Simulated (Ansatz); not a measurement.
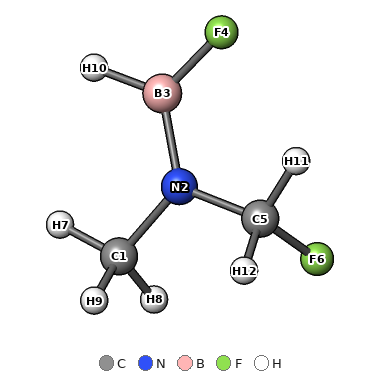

The system is C2H6BF2N, SMILES CN(BF)CF; the picture shows the reference structure. 
- The first coordinate is: dihedral C1–N2–C5–F6; the second: dihedral C1–N2–B3–F4.
- Nothing is relaxed (all other coordinates rigid).
- The scan uses a 10 × 10 grid.
- Points are written as (first, second).
- Energies are in kcal/mol, from the lowest grid point.
- Energies and slopes of some neighbouring points disagree (a jump in structure or state, or too coarse a mesh).
- The calculation used RKS PBE0-D4/def2-SVP in Ansatz 0.2.0.

Its coordinates:

```xyz
12

C    -0.2442   -0.8188    1.0775
N     0.1748    0.0223   -0.0236
B     1.4338    0.6447   -0.0543
F     1.7522    1.4367   -1.0801
C    -0.8027    0.2492   -1.0308
F    -1.8431    1.0062   -0.5471
H     0.5692   -0.9053    1.8090
H    -1.1256   -0.3942    1.5830
H    -0.5055   -1.8318    0.7253
H     2.2411    0.4619    0.8245
H    -0.3400    0.7824   -1.8733
H    -1.2330   -0.7085   -1.3760
```

Range: dihedral C1–N2–C5–F6 from −180 to 144°; dihedral C1–N2–B3–F4 from −180 to 144°.

Question: What will the energy surface look like?

Answer: The lowest grid point is at (72°, 0°). Other grid points that lie below all their neighbours: (−72°, 0°) (0.30 kcal/mol higher); (72°, −180°) (0.6 kcal/mol higher); (−72°, −180°) (0.9 kcal/mol higher). The highest grid point, (0°, −72°), lies 33.1 kcal/mol above the lowest.

| dihedral C1–N2–B3–F4 ↓, dihedral C1–N2–C5–F6 → | −180 | −144 | −108 | −72 | −36 | 0 | 36 | 72 | 108 | 144 |
| --- | --- | --- | --- | --- | --- | --- | --- | --- | --- | --- |
| 144 | 15.4 | 15.8 | 12.4 | 8.9 | 11.7 | 16.6 | 12.6 | 8.4 | 10.6 | 13.2 |
| 108 | 28.6 | 28.9 | 26.4 | 23.9 | 27.9 | 33.0 | 28.2 | 23.3 | 25.4 | 28.0 |
| 72 | 27.6 | 26.3 | 23.7 | 23.1 | 28.8 | 31.3 | 24.8 | 22.5 | 26.1 | 28.2 |
| 36 | 12.9 | 11.3 | 8.6 | 7.6 | 12.5 | 14.9 | 8.9 | 7.1 | 11.1 | 13.4 |
| 0 | 6.5 | 5.6 | 3.0 | 0.3 | 3.9 | 8.0 | 3.4 | 0.0 | 3.1 | 5.9 |
| −36 | 14.4 | 14.5 | 12.2 | 8.4 | 10.9 | 16.8 | 13.4 | 8.3 | 10.1 | 13.2 |
| −72 | 29.0 | 29.0 | 26.8 | 23.8 | 27.0 | 33.1 | 29.1 | 23.5 | 25.2 | 28.3 |
| −108 | 27.5 | 26.3 | 23.9 | 22.8 | 28.0 | 31.5 | 25.7 | 22.5 | 26.0 | 28.5 |
| −144 | 14.3 | 11.5 | 9.2 | 7.6 | 11.8 | 14.8 | 9.7 | 7.4 | 11.5 | 15.5 |
| −180 | 10.9 | 7.1 | 3.5 | 0.9 | 3.9 | 7.4 | 3.3 | 0.6 | 3.6 | 7.6 |

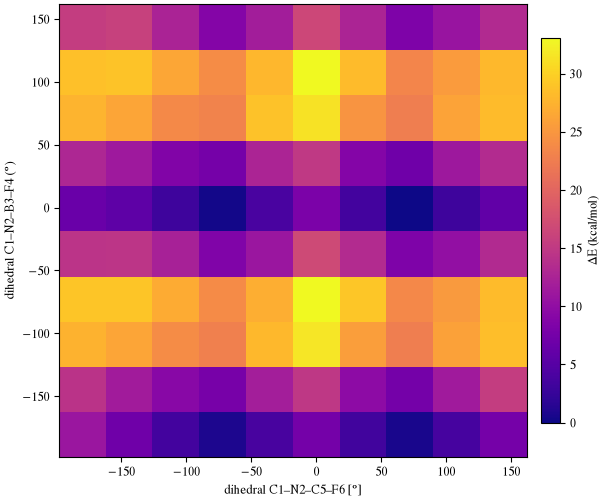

Drawn: one coloured cell a grid point.

Each point was launched as `ansatz run input.yaml --threads 1 --pin off --max-ram 2560MiB --backend cpu --events-out ev --progress --plain --runs-dir out`. The whole map (100 points run) took 11 min on 1 thread of Arm Neoverse V1, on a shared host.
